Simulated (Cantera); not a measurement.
A closed system holds: 1 mol SiF₄, 0.79 mol N₂, held at 1898.15 K.

Equilibrium computed with Cantera from the NASA thermochemical tables; the gas is ideal and each condensed phase is pure. Candidate condensed phases: Si, Si₃N₄; 16 gas species. The tables' values for SiF₃, SiF₂ are old estimates; treat these amounts as uncertain. The numbers say what is thermodynamically allowed, not how fast it happens.

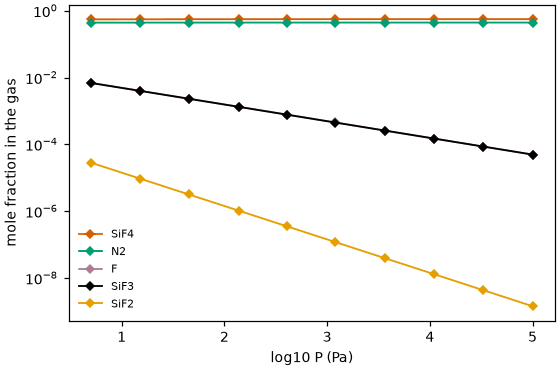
Fig. 1. Equilibrium gas composition (values under 1e-9 drawn at 1e-9)

Q: Read off the mole fractions at 15.0 Pa.

A: SiF₄ about 0.55, N₂ about 0.44, F about 0.0040, SiF₃ about 0.0040, SiF₂ about 9.5e-6.
